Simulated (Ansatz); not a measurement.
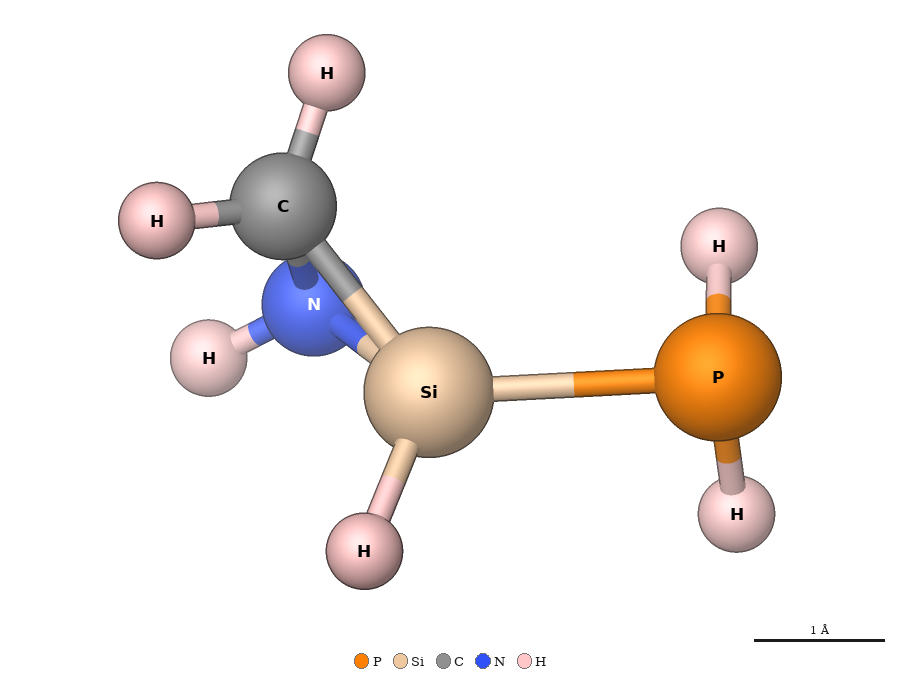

Depth is shown by fading: the farther an atom, the more it takes the colour of the background. The geometry was computed by an optimisation with PBE0-D4/def2-TZVP. Masses are those of the most abundant isotopes; constants are for the rigid equilibrium geometry.

Classify the rotor and give the rotational constants (GHz).

Answer. An asymmetric top (C1): A = 12.1, B = 2.35, C = 2.35 GHz. Ray's parameter κ is −1.00, close to the prolate limit.
